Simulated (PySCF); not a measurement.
H6BCl3O2Si3, SMILES OB(O)[SiH2][SiH2][Si](Cl)(Cl)Cl, singlet at its GFN2-xTB optimised geometry (Å):

```
15

O      1.8059    -2.6984    -1.1612
B      1.1439    -2.5098     0.0000
O      1.7477    -2.2239     1.1754
Si    -0.8215    -2.5098     0.0000
Si    -1.5965    -0.2952     0.0000
Si     0.0504     1.2023     0.7073
Cl     1.8064     0.8280    -0.2931
Cl    -0.2682     3.1917     0.4325
Cl     0.5127     0.9806     2.6785
H      2.7616    -2.6041    -1.1676
H      2.7024    -2.1250     1.1967
H     -1.4344    -3.1592     1.1746
H     -1.4642    -3.1917    -1.1375
H     -2.0307     0.2115    -1.3134
H     -2.7616    -0.0206     0.8559
```

Method: CAM-B3LYP/def2-TZVP run with PySCF 2.14.0. Cells within 0.4 Å of a nucleus heavier than hydrogen are left out (blank, or x).

Map of the Laplacian of the electron density (e/bohr⁵), clipped to [-1.50, 1.50] on the plane z = 0.0 Å:

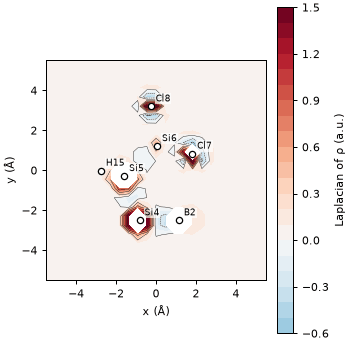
Figure. Laplacian of the electron density (e/bohr⁵), clipped to [-1.50, 1.50] on the plane z = 0.0 Å.
